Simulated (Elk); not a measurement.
# MnPt: cost and accuracy of the k mesh

Wanted: the cheapest choice of the k mesh that holds the magnetic results of MnPt.

Calculated with Elk 11.2.3 (patched build); PBEsol; all-electron APW+lo, Dirac cores, scalar-relativistic bands.

### Step 1. The structure

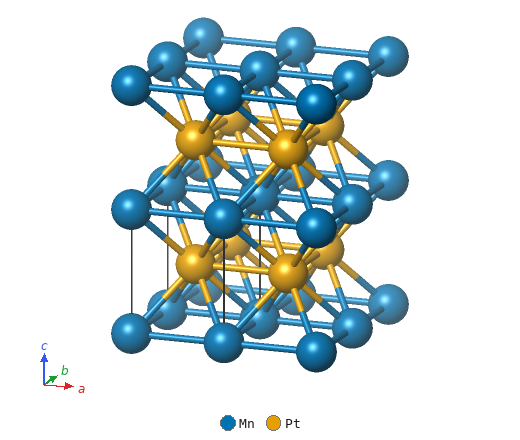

The cell as given, slightly off an axis (manganese blue, platinum orange). 2×2×2 cells are drawn. Some periodic images of atoms are drawn too.

Structure file:

```cif
data_structure
_symmetry_space_group_name_H-M 'P4/mmm'
_symmetry_Int_Tables_number 123
_cell_length_a 2.8300
_cell_length_b 2.8300
_cell_length_c 3.6600
_cell_angle_alpha 90.000
_cell_angle_beta 90.000
_cell_angle_gamma 90.000
_cell_volume 29.31
loop_
_atom_site_label
_atom_site_type_symbol
_atom_site_symmetry_multiplicity
_atom_site_Wyckoff_symbol
_atom_site_fract_x
_atom_site_fract_y
_atom_site_fract_z
_atom_site_occupancy
Mn1 Mn 1 a 0.00000 0.00000 0.00000 1
Pt1 Pt 1 d 0.50000 0.50000 0.50000 1
```

### Step 2. Rung 1 (mesh 4×4×2), start ferro +

The ladder starts at a coarse mesh; cost grows with the number of points.

The last three numbers of an atom's line are a seed field in its sphere. It points against the wanted moment and shrinks by the factor reducebf each loop.

The input, elk.in:

```
tasks
  0

xctype
  22

rgkmax
  7.0

nempty
  12

swidth
  0.005

reducebf
  0.5

epsengy
  1e-05

maxscl
  100

lmaxi
  3

spinpol
  .true.

sppath
  './'

avec
  5.34792493269 0.00000000000 0.00000000000
  0.00000000000 5.34792493269 0.00000000000
  0.00000000000 0.00000000000 6.91639761613

atoms
  2
  'Mn.in'
  1
  0.0000000000 0.0000000000 0.0000000000   0.000000 0.000000 -0.105000
  'Pt.in'
  1
  0.5000000000 0.5000000000 0.5000000000   0.000000 0.000000 0.000000

ngridk
  4 4 2
```

Command:

```
$ OMP_NUM_THREADS=4 elk
```

Numbers of over 12 decimals in the logs are rounded to 6 here.

Log:

```text
Warning(gndstate): core states of species 2 leak from the muffin-tin :   0.3493734531E-03

--- INFO.OUT ---
┌─────────────────────────┐
│ Elk code version 11.2.3 │
└─────────────────────────┘

All units are atomic (Hartree, Bohr, etc.)

┌─────────────────────────────────────────────────┐
│ Ground-state run starting from atomic densities │
└─────────────────────────────────────────────────┘

Lattice vectors :
   5.347924933       0.000000000       0.000000000
   0.000000000       5.347924933       0.000000000
   0.000000000       0.000000000       6.916397616

Species : 1 (Mn)
 parameters loaded from : Mn.in
 name : manganese
 nuclear charge    :   -25.00000000
 electronic charge :    25.00000000
 atomic mass :    100145.9370
 muffin-tin radius :    2.400000000
 number of radial points in muffin-tin :    993
 inner part over the whole radius :   0.9953723401E-02
 number on inner part of muffin-tin    :    700
 approximate nuclear radius :   0.7074591925E-04
 number of mesh points to nuclear radius :    330
 atomic positions (lattice), magnetic fields (Cartesian) :
  1 :   0.00000000  0.00000000  0.00000000    0.00000000  0.00000000 -0.10500000

Species : 2 (Pt)
 parameters loaded from : Pt.in
 name : platinum
 nuclear charge    :   -78.00000000
 electronic charge :    78.00000000
 atomic mass :    355605.4401
 muffin-tin radius :    2.648962466
 number of radial points in muffin-tin :   1393
 inner part over the whole radius :   0.9986296562E-02
 number on inner part of muffin-tin    :    999
 approximate nuclear radius :   0.1029052813E-03
 number of mesh points to nuclear radius :    524
 atomic positions (lattice), magnetic fields (Cartesian) :
  1 :   0.50000000  0.50000000  0.50000000    0.00000000  0.00000000  0.00000000

Total number of atoms per unit cell :    2
Total muffin-tin volume :    135.7661270
 ratio of muffin-tin to unit cell volume :   0.6863424670

Spin treatment :
 spin-polarised
 global magnetic field (Cartesian) :    0.000000000       0.000000000       0.000000000
 collinear magnetisation in z-direction

Number of Bravais lattice symmetries :   16
Number of crystal symmetries         :   16
Crystal has inversion symmetry
Real symmetric eigensolver will be used

k-point grid :      4     4     2
k-point offset :    0.000000000       0.000000000       0.000000000
k-point set is reduced with full crystal symmetry group
Total number of k-points :       12

Muffin-tin radius times maximum |G+k| :    7.000000000
 using average radius
Maximum |G+k| for APW functions       :    2.772846915
Maximum (1/2)|G+k|²                   :    3.844340008
Maximum |G| for potential and density :    12.00000000
Constant for pseudocharge density :    8
 order of it for each species :   15  15
 order of it for pair densities of each species (exact exchange by exxq0 0: 15) :    8  11
Radial integration step length :    1

G-vector grid sizes :     21    21    27
Number of G-vectors :     5791

Maximum angular momentum used for
 APW functions            :    8
 outer part of muffin-tin :    6
 inner part of muffin-tin :    3

Number of empty states         :     24
Total number of valence states :     94
Total number of core states    :     58

Third-order local-orbitals added for an l without core states : T
Total number of local-orbitals :     61

Exchange-correlation functional :     22     0     0
 PBEsol, Phys. Rev. Lett. 100, 136406 (2008)
 gradient requirement :    1
 generalised gradient approximation (GGA)

Smearing type :    3
 Fermi-Dirac
Smearing width :   0.5000000000E-02
Effective electronic temperature (K) :    1578.875124

Mixing type :    3
 Broyden mixing, J. Phys. A: Math. Gen. 17, L317 (1984)

Kohn-Sham potential initialised from atomic data

┌──────────────────────────────┐
│ Self-consistent loop started │
└──────────────────────────────┘

┌─────────────────┐
│ Loop number : 1 │
└─────────────────┘

Energies :
 Fermi                       :     0.188805
 sum of occupied eigenvalues :     -12010.149277292
 electron kinetic            :      22260.241993327
 core electron kinetic       :      21329.368779006
 Coulomb                     :     -41456.046037795
 Coulomb potential           :     -33777.424208893
 nuclear-nuclear             :     -1885.7815636814
 electron-nuclear            :     -45412.056858342
 Hartree                     :      5841.7923842290
 Madelung                    :     -24567.333933349
 xc potential                :     -492.86110635391
 xc effective B-field        :    -0.93049479913708E-01
 external B-field            :      0.000000
 exchange                    :     -396.04791651110
 correlation                 :     -6.667285
 electron entropic           :    -0.62508290032746E-02
 total energy                :     -19598.525496480
 (external B-field energy excluded from total)

Density of states at Fermi energy :    77.40657867
 (states/Hartree/unit cell)

Estimated indirect band gap :   0.1107056661E-02
 from k-point 4 to k-point 11
Estimated direct band gap   :   0.1161706041E-02
 at k-point 4

Charges :
 core                        :    58.00000000
 valence                     :    45.00000000
 interstitial                :    2.387404104
 muffin-tins (core leakage)
  species : 1 (Mn)
   atom 1                    :    24.97229311     ( -0.2246773843E-06)
  species : 2 (Pt)
   atom 1                    :    75.64030279     (  0.3978731055E-03)
 total in muffin-tins        :    100.6125959
 total calculated charge     :    103.0004237
 total charge                :    103.0000000
 error                       :   0.4237185970E-03

Moments :
 interstitial                :  -0.9896955754E-02
 muffin-tins
  species : 1 (Mn)
   atom 1                    :    2.228535259
  species : 2 (Pt)
   atom 1                    :   0.6479773761E-02
 total in muffin-tins        :    2.235015033
 total moment                :    2.225118077

[... earlier loops left out ...]

┌──────────────────┐
│ Loop number : 22 │
└──────────────────┘

Energies :
 Fermi                       :     0.327203
 sum of occupied eigenvalues :     -12003.519974253
 electron kinetic            :      22273.699870066
 core electron kinetic       :      21330.412288036
 Coulomb                     :     -41469.497235813
 Coulomb potential           :     -33746.332691374
 nuclear-nuclear             :     -1885.7815636814
 electron-nuclear            :     -45471.117930122
 Hartree                     :      5887.4022579906
 Madelung                    :     -24596.330890126
 xc potential                :     -530.64587140973
 xc effective B-field        :    -0.241282
 external B-field            :      0.000000
 exchange                    :     -396.66503286657
 correlation                 :     -6.662366
 electron entropic           :    -0.34479163715797E-02
 total energy                :     -19599.128212446
 (external B-field energy excluded from total)

Density of states at Fermi energy :    40.33940481
 (states/Hartree/unit cell)

Estimated indirect band gap :   0.3019638865E-02
 from k-point 12 to k-point 4
Estimated direct band gap   :   0.5687289425E-02
 at k-point 6

Charges :
 core                        :    58.00000000
 valence                     :    45.00000000
 interstitial                :    2.125230529
 muffin-tins (core leakage)
  species : 1 (Mn)
   atom 1                    :    23.77508132     ( -0.2246772421E-06)
  species : 2 (Pt)
   atom 1                    :    77.09968815     (  0.3493734531E-03)
 total in muffin-tins        :    100.8747695
 total calculated charge     :    103.0005387
 total charge                :    103.0000000
 error                       :   0.5387156842E-03

Moments :
 interstitial                :   0.8532731805E-01
 muffin-tins
  species : 1 (Mn)
   atom 1                    :    3.579796289
  species : 2 (Pt)
   atom 1                    :   0.3121658716
 total in muffin-tins        :    3.891962161
 total moment                :    3.977289479

┌──────────────────────────────┐
│ Self-consistent loop stopped │
└──────────────────────────────┘

Warning : core states of species 2 leak from the muffin-tin :   0.3493734531E-03

Wrote STATE.OUT
```

Wall time 24 s (4 threads of Arm Neoverse V2, shared host); peak memory 0.44 GiB.

Spin moment in the muffin-tin sphere by atom:

```csv
atom,spin moment in the muffin-tin sphere (μB)
Mn1,3.58
Pt2,0.31
```

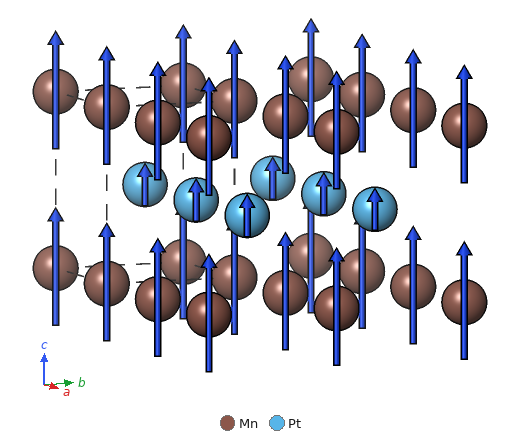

Spin moment in the muffin-tin sphere as arrows, the longest 3.58 μB. Up and down stand for the sign. Arrows give size and sign along the axis of quantisation, drawn up and down the page. Each arrow also spans its atom, so small moments look longer than they are. 3×2×1 cells are drawn. Some periodic images of atoms are drawn too.

Numbers from this step:

| Item | Value |
| --- | --- |
| magnetization | 3.977 μB |
| final state | ferromagnetic |

After 22 cycles the largest moment stands at 3.58 μB.

### Step 3. Rung 1 (mesh 2×4×2), start antiferro q=(1/2,1/2,0) +-

The second start gives the energy difference between the two end states, the quantity that is followed up the ladder. Its q is in fractions of the reciprocal vectors of the first run's cell.

The input, elk.in:

```
tasks
  0

xctype
  22

rgkmax
  7.0

nempty
  12

swidth
  0.005

reducebf
  0.5

epsengy
  1e-05

maxscl
  100

lmaxi
  3

spinpol
  .true.

sppath
  './'

avec
  10.69584986538 0.00000000000 0.00000000000
  5.34792493269 5.34792493269 0.00000000000
  0.00000000000 0.00000000000 6.91639761613

atoms
  2
  'Mn.in'
  2
  0.0000000000 0.0000000000 0.0000000000   0.000000 0.000000 -0.105000
  0.5000000000 0.0000000000 0.0000000000   0.000000 0.000000 0.105000
  'Pt.in'
  2
  0.0000000000 0.5000000000 0.5000000000   0.000000 0.000000 0.000000
  0.5000000000 0.5000000000 0.5000000000   0.000000 0.000000 0.000000

ngridk
  2 4 2
```

Command:

```
$ OMP_NUM_THREADS=4 elk
```

Log:

```text
Warning(gndstate): core states of species 2 leak from the muffin-tin :   0.3509819966E-03

--- INFO.OUT ---
┌─────────────────────────┐
│ Elk code version 11.2.3 │
└─────────────────────────┘

All units are atomic (Hartree, Bohr, etc.)

┌─────────────────────────────────────────────────┐
│ Ground-state run starting from atomic densities │
└─────────────────────────────────────────────────┘

Lattice vectors :
   10.69584987       0.000000000       0.000000000
   5.347924933       5.347924933       0.000000000
   0.000000000       0.000000000       6.916397616

Species : 1 (Mn)
 muffin-tin radius :    2.400000000
 atomic positions (lattice), magnetic fields (Cartesian) :
  1 :   0.00000000  0.00000000  0.00000000    0.00000000  0.00000000 -0.10500000
  2 :   0.50000000  0.00000000  0.00000000    0.00000000  0.00000000  0.10500000

Species : 2 (Pt)
 muffin-tin radius :    2.648962466
 atomic positions (lattice), magnetic fields (Cartesian) :
  1 :   0.00000000  0.50000000  0.50000000    0.00000000  0.00000000  0.00000000
  2 :   0.50000000  0.50000000  0.50000000    0.00000000  0.00000000  0.00000000

Total number of atoms per unit cell :    4
Total muffin-tin volume :    271.5322539
 ratio of muffin-tin to unit cell volume :   0.6863424670

Spin treatment :
 spin-polarised
 global magnetic field (Cartesian) :    0.000000000       0.000000000       0.000000000
 collinear magnetisation in z-direction

Number of Bravais lattice symmetries :   16
Number of crystal symmetries         :   32
Crystal has inversion symmetry
Real symmetric eigensolver will be used

k-point grid :      2     4     2
k-point offset :    0.000000000       0.000000000       0.000000000
k-point set is reduced with full crystal symmetry group
[...]
nuclear-nuclear             :     -3771.5631273628
 electron-nuclear            :     -90942.726133128
 Hartree                     :      11775.265577768
 Madelung                    :     -49192.904508420
 xc potential                :     -1061.2720802359
 xc effective B-field        :    -0.523341
 external B-field            :      0.000000
 exchange                    :     -793.34861273956
 correlation                 :     -13.321831524612
 electron entropic           :    -0.35702440141449E-02
 total energy                :     -39198.274646424
 (external B-field energy excluded from total)

Density of states at Fermi energy :    38.72301505
 (states/Hartree/unit cell)

Estimated indirect band gap :   0.1199217138E-01
 from k-point 2 to k-point 1
Estimated direct band gap   :   0.1233109777E-01
 at k-point 1

Charges :
 core                        :    116.0000000
 valence                     :    90.00000000
 interstitial                :    4.263767163
 muffin-tins (core leakage)
  species : 1 (Mn)
   atom 1                    :    23.75555560     ( -0.2246778230E-06)
   atom 2                    :    23.75555560     ( -0.2246778230E-06)
  species : 2 (Pt)
   atom 1                    :    77.11256082     (  0.3509819966E-03)
   atom 2                    :    77.11256082     (  0.3509819966E-03)
 total in muffin-tins        :    201.7362328
 total calculated charge     :    205.9973963
 total charge                :    206.0000000
 error                       :   0.2603748561E-02

Moments :
 interstitial                :  -0.5299350792E-17
 muffin-tins
  species : 1 (Mn)
   atom 1                    :    3.769671664
   atom 2                    :   -3.769671664
  species : 2 (Pt)
   atom 1                    :  -0.1907184850E-18
   atom 2                    :  -0.1907184850E-18
 total in muffin-tins        :   0.8877969827E-15
 total moment                :   0.8824976319E-15

┌──────────────────────────────┐
│ Self-consistent loop stopped │
└──────────────────────────────┘

Warning : core states of species 2 leak from the muffin-tin :   0.3509819966E-03

Wrote STATE.OUT
```

Wall time 65 s (4 threads); peak memory 0.65 GiB; 4.1 min of CPU time.

Spin moment in the muffin-tin sphere by atom:

```csv
atom,spin moment in the muffin-tin sphere (μB)
Mn1,3.77
Mn2,-3.77
Pt3,0.00
Pt4,0.00
```

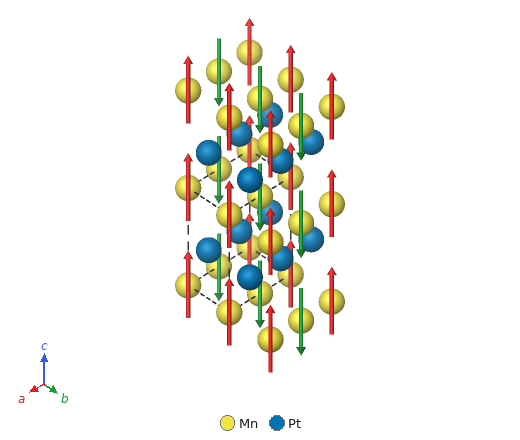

Spin moment in the muffin-tin sphere as arrows, the longest 3.77 μB. Up and down stand for the sign. Arrows give size and sign along the axis of quantisation, drawn up and down the page. The two directions have two colours. 1×2×2 cells are drawn. Some periodic images of atoms are drawn too.

This step gave:

- magnetization: 0 μB
- final state: antiferromagnetic

This start lies -247.9 meV a seeded atom from the first; its largest moment is 3.77 μB.

### Step 4. Rung 2 (mesh 4×4×4), start ferro +

The input, elk.in:

```
tasks
  0

xctype
  22

rgkmax
  7.0

nempty
  12

swidth
  0.005

reducebf
  0.5

epsengy
  1e-05

maxscl
  100

lmaxi
  3

spinpol
  .true.

sppath
  './'

avec
  5.34792493269 0.00000000000 0.00000000000
  0.00000000000 5.34792493269 0.00000000000
  0.00000000000 0.00000000000 6.91639761613

atoms
  2
  'Mn.in'
  1
  0.0000000000 0.0000000000 0.0000000000   0.000000 0.000000 -0.105000
  'Pt.in'
  1
  0.5000000000 0.5000000000 0.5000000000   0.000000 0.000000 0.000000

ngridk
  4 4 4
```

Command:

```
$ OMP_NUM_THREADS=4 elk
```

Log:

```text
Warning(gndstate): core states of species 2 leak from the muffin-tin :   0.3495048915E-03

--- INFO.OUT ---
┌─────────────────────────┐
│ Elk code version 11.2.3 │
└─────────────────────────┘

All units are atomic (Hartree, Bohr, etc.)

┌─────────────────────────────────────────────────┐
│ Ground-state run starting from atomic densities │
└─────────────────────────────────────────────────┘

Lattice vectors :
   5.347924933       0.000000000       0.000000000
   0.000000000       5.347924933       0.000000000
[...]
total calculated charge     :    103.0005566
 total charge                :    103.0000000
 error                       :   0.5565589046E-03

Moments :
 interstitial                :   0.8742180758E-01
 muffin-tins
  species : 1 (Mn)
   atom 1                    :    3.642647847
  species : 2 (Pt)
   atom 1                    :   0.3835370597
 total in muffin-tins        :    4.026184906
 total moment                :    4.113606714

┌──────────────────────────────┐
│ Self-consistent loop stopped │
└──────────────────────────────┘

Warning : core states of species 2 leak from the muffin-tin :   0.3495048915E-03

Wrote STATE.OUT

[key lines of the parts left out:]
total energy                :     -19599.128753016
```

It took 32 s on 4 threads; peak memory 0.44 GiB.

This step gave:

* magnetization: 4.114 μB
* final state: ferromagnetic
* largest moment: 3.643 μB

The largest moment moves by +0.06 μB from rung 1, at 1.3 times its CPU time.

### Step 5. Rung 2 (mesh 2×4×4), start antiferro q=(1/2,1/2,0) +-

The input, elk.in:

```
tasks
  0

xctype
  22

rgkmax
  7.0

nempty
  12

swidth
  0.005

reducebf
  0.5

epsengy
  1e-05

maxscl
  100

lmaxi
  3

spinpol
  .true.

sppath
  './'

avec
  10.69584986538 0.00000000000 0.00000000000
  5.34792493269 5.34792493269 0.00000000000
  0.00000000000 0.00000000000 6.91639761613

atoms
  2
  'Mn.in'
  2
  0.0000000000 0.0000000000 0.0000000000   0.000000 0.000000 -0.105000
  0.5000000000 0.0000000000 0.0000000000   0.000000 0.000000 0.105000
  'Pt.in'
  2
  0.0000000000 0.5000000000 0.5000000000   0.000000 0.000000 0.000000
  0.5000000000 0.5000000000 0.5000000000   0.000000 0.000000 0.000000

ngridk
  2 4 4
```

Command:

```
$ OMP_NUM_THREADS=4 elk
```

Log:

```text
Warning(gndstate): core states of species 2 leak from the muffin-tin :   0.3503592532E-03

--- INFO.OUT ---
┌─────────────────────────┐
│ Elk code version 11.2.3 │
└─────────────────────────┘

All units are atomic (Hartree, Bohr, etc.)

┌─────────────────────────────────────────────────┐
│ Ground-state run starting from atomic densities │
└─────────────────────────────────────────────────┘

Lattice vectors :
   10.69584987       0.000000000       0.000000000
   5.347924933       5.347924933       0.000000000
[...]
error                       :   0.2879542492E-02

Moments :
 interstitial                :  -0.5819346822E-17
 muffin-tins
  species : 1 (Mn)
   atom 1                    :    3.704884837
   atom 2                    :   -3.704884837
  species : 2 (Pt)
   atom 1                    :  -0.2235257483E-18
   atom 2                    :  -0.2235257483E-18
 total in muffin-tins        :  -0.4470514966E-18
 total moment                :  -0.6266398318E-17

┌──────────────────────────────┐
│ Self-consistent loop stopped │
└──────────────────────────────┘

Warning : core states of species 2 leak from the muffin-tin :   0.3503592532E-03

Wrote STATE.OUT

[key lines of the parts left out:]
total energy                :     -39198.281485990
```

It took 98 s on 4 threads; peak memory 0.66 GiB; 6.3 min of CPU time.

Read from the output:

```
magnetization  : 0 μB
final state    : antiferromagnetic
largest moment : 3.705 μB
```

This start lies -326.3 meV a seeded atom from the first, a change of -78.3 meV since rung 1; its largest moment is 3.70 μB.

(Part 1 of 2 ends here.)

[Logs and program files are shortened in this print: banners, set-up blocks, solver, clock and traceback lines can be left out without a mark of their own.]

[Logs are printed without paths, hosts, clocks, repeated set-up lines and the standing remarks that a program may print on its own settings, such as how far it seeks lower states.]

[Hosts, paths, dates, database ids (printed as entryN), source tags and the programs' standing remarks are cut or masked in the printed files.]

[Where a cell is said to come from a database of computed structures, the database is the Materials Project.]
